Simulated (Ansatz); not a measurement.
# Profile along the N–Ga line in GaN (zinc blende)

GaN (zinc blende), conventional cell a = b = c = 4.4982 Å, α = β = γ = 90.00°. The calculation uses the primitive cell of 2 atoms, to which meshes and values per cell refer.

Fields along a shortest N–Ga line of a {110} plane (1.95 Å), from N to Ga, interpolated on the slice's grid (step about 0.2 Å). Calculation: r2SCAN (plane waves to 500 eV, PAW, scalar-relativistic; Ansatz, a first-principles code). k mesh 13×13×13. Inside the PAW spheres the values are not all-electron values, and peaks at nuclei hang on which shells count as valence. GaN was relaxed with its symmetry unable to fall. The PAW data are Ansatz's earlier set.

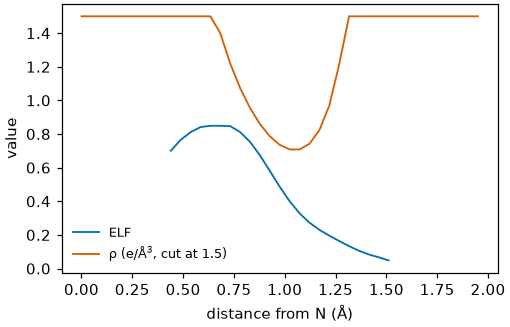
ELF (away from the nuclei) and valence density from N to Ga.

Density on the N–Ga line (1.95 Å) at its density minimum, 1.1 Å from N: 0.71 e/Å³. ELF at that point: 0.3. ELF maximum in the middle third of the N–Ga line: 0.85, 0.7 Å from N.
